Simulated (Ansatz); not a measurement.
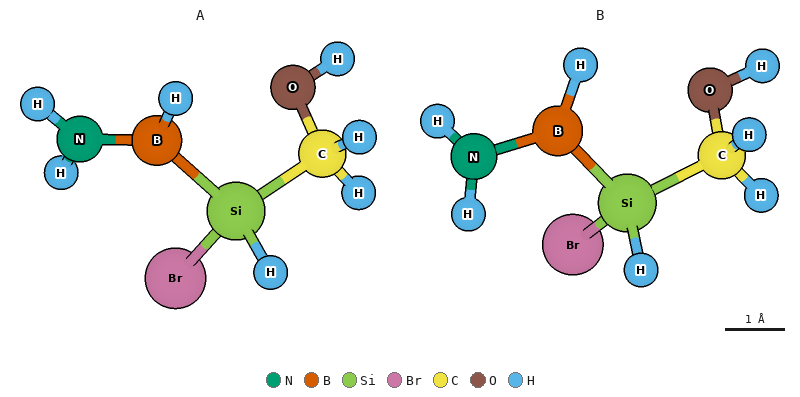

Two geometries of CH7BBrNOSi, drawn at one scale. One is the start of a relaxation, the other its converged end. The picture is a ball-and-stick view, seen at a tilt.

The calculation used RKS revPBE/def2-SVP (Ansatz 0.2.0). (no spin polarisation; force threshold 0.015 eV/Å; at most 40 steps)

Q: Which of the two is the end point?

A: Structure A is the relaxed one. The run prepares an end point of a later path (inversion) calculation, from a guessed geometry. Over 14 accepted moves (15 points after the start) the energy falls by 137.2 kJ/mol. Largest force component: 3.5 eV/Å at the start, 0.011 eV/Å at the end. The line search rejected the trial step at point 9 of the run. An H atom moves most after the best rigid fit: 1.34 Å. Largest moves by element: H 1.34 Å, N 0.76 Å, Br 0.72 Å, Si 0.36 Å, O 0.30 Å, B 0.29 Å. Some distances before and after: B–N 1.578 → 1.396 Å, Br–Si 2.176 → 2.295 Å, C–Si 1.849 → 1.920 Å, B–Si 1.961 → 2.030 Å. Among the angles between lasting bonds that change: B–N–H 103.0° → 123.9°, B–N–H 104.3° → 122.3°, B–Si–H 106.9° → 114.6°. Groups turn about B–Si by about 60°. The run took 47 s on 2 threads of Intel(R) Xeon(R) Platinum 8488C (Sapphire Rapids), on a shared host, peak memory 0.24 GiB.
